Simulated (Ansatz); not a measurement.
## What Cd → Ga does to CdSiP2

Take CdSiP2 in the chalcopyrite structure (space group I-42d, No. 122; a = 5.644 Å, c = 10.500 Å) as the base.

Modification: every Cd is replaced by Ga, then cell and atoms are relaxed.

The values are results of Kohn–Sham DFT with the PBEsol functional, run in Ansatz (a quantum-chemistry and plane-wave program) with PAW and 420 eV plane waves, no spin-orbit coupling, earlier PAW set, not measurements. Γ-centred 12×12×12 mesh, Fermi–Dirac width 0.05 eV, for the changed cell.

| quantity | base | changed | shift |
|---|---|---|---|
| volume per atom | 20.91 Å³ | 18.75 Å³ | -2.153 Å³ |
| density | 4.02 g/cm³ | 3.54 g/cm³ | -0.48 g/cm³ |
| lattice parameter a | 5.644 Å | 5.766 Å | +0.122 Å |
| c/a ratio | 1.860 | 1.565 | -0.295 |
| shortest interatomic distance | 2.255 Å | 2.266 Å | +0.0118 Å |
| band gap | 1.24 eV | zero | – |

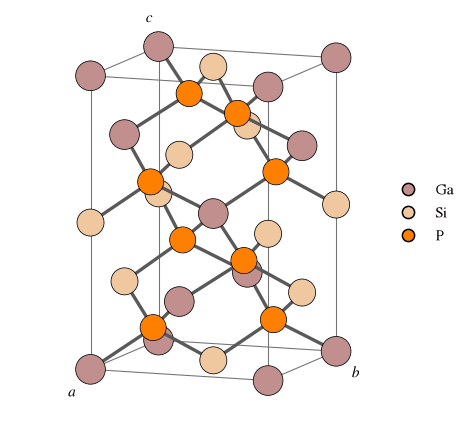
Fig. 1. The relaxed conventional cell after the change

Whether these cells are dynamically stable was not tested. As relaxed here, GaSiP2 is a hypothetical phase, not in the database extracts checked. The final runs are not spin-polarised.
